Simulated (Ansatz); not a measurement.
**UMP2/cc-pVDZ run of C2F5 (SMILES F[C](F)C(F)(F)F)**

Aim: the electronic atomisation energy of C2F5 at UMP2/cc-pVDZ, from 3 runs. 

The calculation is run with Ansatz 0.2.0.

33 further runs of the same task are left out: 33 set aside as unsound or not needed.

### 1 The molecule

C2F5 has 7 atoms, charge 0, and is taken as a doublet. SMILES: `F[C](F)C(F)(F)F`. The coordinates come from a PBE0-D4/def2-TZVP relaxation.

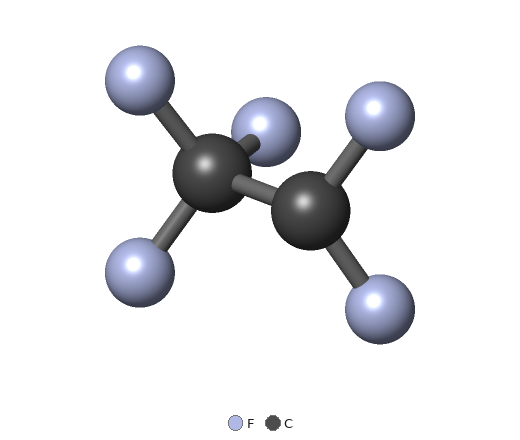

The structure, seen from a chosen angle (fluorine light blue, carbon dark grey).

### 2 A single-point energy at UMP2/cc-pVDZ

Contents of in.yaml:

```yaml
crystal:
  periodic: [false, false, false]
  atoms:
    - {symbol: F, position_ang: [1.561030, -0.846020, 0.512950]}
    - {symbol: C, position_ang: [0.322010, -0.468420, 0.723150]}
    - {symbol: F, position_ang: [-0.464130, -1.481230, 1.002660]}
    - {symbol: C, position_ang: [-0.228340, 0.480800, -0.320510]}
    - {symbol: F, position_ang: [0.577960, 1.527090, -0.444820]}
    - {symbol: F, position_ang: [-1.434800, 0.896110, 0.043240]}
    - {symbol: F, position_ang: [-0.333720, -0.108340, -1.516660]}
basis:
  gaussian: {orbitals: cc-pVDZ}
magnetization: {spin_polarized: true, initial_magnetization: 1}
correlation: {method: mp2, frozen_orbitals: {C: 1, F: 1}}
accuracy: high
```

On the command line:

```console
ansatz run in.yaml --threads 1 --pin off --max-ram 3480MiB --events-out events.jsonl --progress --plain --runs-dir runs
```

Output:

```text
Warning: RAYON_NUM_THREADS=1 ignored (pool sized by the plan → 1); use --threads N
Functional definition: HF
  name "HF"
  exchange = exact_x
  correlation = 0
2170 factors; integrals over basis functions are off by at most 2.4e-9 eV
mean field evaluation 1: about -15584.1359 eV, gradient 3.6e1 eV
mean field evaluation 2: about -15584.3992 eV, gradient 3.6e1 eV
mean field evaluation 4: about -15589.4338 eV, gradient 3.4e0 eV
mean field evaluation 8: about -15589.5636 eV, gradient 2.4e-1 eV
mean field evaluation 16: about -15589.5645 eV, gradient 1.4e-6 eV
mean field -15589.56448830 eV, -572.9059279589 hartree, gradient 4.7e-8 eV, S^2 0.756253; 0 other end points of the search recorded, 0 dependent functions left out
7 core orbitals not correlated: weight in the atoms' cores, before any rotation towards them, 1.000 or more for the frozen orbitals, at most 0.000 for the correlated occupied ones
reference -15589.56448830 eV, -572.9059279589 hartree; 22, 21 occupied and 69, 70 virtual orbitals, 2170 factors
second order -31.44737896 eV of doubles, -0.00000000 eV of singles
Total energy: -15621.01186727 eV, -574.0615978199 hartree
```

Wall time 4.8 s (1 thread of Intel Xeon Platinum 8488C (Sapphire Rapids), shared host); peak memory 0.42 GiB.

### 3 The C atom

Contents of run.yaml:

```yaml
basis:
  gaussian:
    orbitals: cc-pVDZ
crystal:
  periodic: [false, false, false]
  atoms:
    - {symbol: C, position_ang: [0.000000, 0.000000, 0.000000]}
magnetization:
  spin_polarized: true
  initial_magnetization: 2
correlation:
  method: mp2
  frozen_orbitals: {C: 1}
accuracy: high
```

Run the same way, it converges to -37.73831 Eh (log not shown).

### 4 The F atom at the same level

Contents of molecule.yaml:

```yaml
crystal:
  periodic: [false, false, false]
  atoms:
    - {symbol: F, position_ang: [0.000000, 0.000000, 0.000000]}
basis:
  gaussian:
    orbitals: cc-pVDZ
correlation:
  method: mp2
  frozen_orbitals: {F: 1}
accuracy: high
magnetization:
  spin_polarized: true
  initial_magnetization: 1
```

On the command line:

```console
ansatz run molecule.yaml --threads 1 --pin off --max-ram 3480MiB --events-out events.jsonl --progress --plain --runs-dir runs
```

Output:

```text
Warning: RAYON_NUM_THREADS=1 ignored (pool sized by the plan → 1); use --threads N
Functional definition: HF
  name "HF"
  exchange = exact_x
  correlation = 0
96 factors; integrals over basis functions are off by at most 1.1e-8 eV
mean field evaluation 1: about -2703.9925 eV, gradient 7.3e0 eV
mean field evaluation 2: about -2703.9927 eV, gradient 7.3e0 eV
mean field evaluation 4: about -2704.1361 eV, gradient 6.5e-1 eV
mean field evaluation 8: about -2704.1380 eV, gradient 4.4e-6 eV
mean field evaluation 16: about -2704.1380 eV, gradient 3.0e-8 eV
mean field -2704.13804718 eV, -99.3752403031 hartree, gradient 5.8e-8 eV, S^2 0.752006; 3 other end points of the search recorded, 0 dependent functions left out
1 core orbitals not correlated: weight in the atoms' cores, before any rotation towards them, 1.000 or more for the frozen orbitals, at most 0.000 for the correlated occupied ones
reference -2704.13804718 eV, -99.3752403031 hartree; 4, 3 occupied and 9, 10 virtual orbitals, 96 factors
second order -3.82592278 eV of doubles, -0.00000000 eV of singles
Total energy: -2707.96396996 eV, -99.5158403721 hartree
```

Run time: 0.08 s. Hardware: 1 thread of Intel Xeon Platinum 8488C (Sapphire Rapids), shared host.

### 5 Summary of results

At UMP2/cc-pVDZ, 7 core orbitals frozen:

| quantity | value |
| --- | --- |
| molecule: total energy | -574.06160 Eh |
| molecule: correlation energy (7 core orbitals frozen) | -1155.7 mEh |
| molecule: ⟨S²⟩ of the reference determinant | 0.756 |
| C atom: total energy | -37.73831 Eh |
| C atom: correlation energy (1 core orbital frozen) | -51.8 mEh |
| C atom: ⟨S²⟩ of the reference determinant | 2.006 |
| F atom: total energy | -99.51584 Eh |
| F atom: correlation energy (1 core orbital frozen) | -140.6 mEh |
| F atom: ⟨S²⟩ of the reference determinant | 0.752 |
| electronic atomisation energy | 27.369 eV |

**Reading.** Taking the molecule apart into free atoms costs 27.37 eV (2641 kJ/mol), before zero-point energy and without spin-orbit coupling.
